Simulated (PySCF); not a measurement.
Vertical excitations of a molecule C4H9AlO from TDA-PBE/def2-SVPD (PySCF), as energy in eV (oscillator strength): 4.92 (0.120), 5.14 (0.005), 5.44 (0.042), 5.44 (0.024), 5.75 (0.097), 5.88 (0.023), 6.00 (0.022), 6.05 (0.011), 6.20 (0.020), 6.26 (0.027). Lowest triplet (TDA): 3.77 eV. Geometry: B3LYP-D3(BJ)/def2-SVP. The values are those of a single conformer.

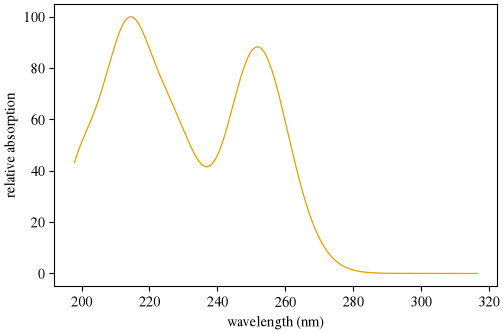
Figure. The lines broadened by 0.4 eV.

Task: Which structure fits?
A) C=[CH][Al]([OH])[CH2]C
B) C=[CH][AlH][O]CC
C) C=C[CH2][AlH][O]C
D) C=[CH][Al]([CH3])[O]C

Result: C, C=C[CH2][AlH][O]C
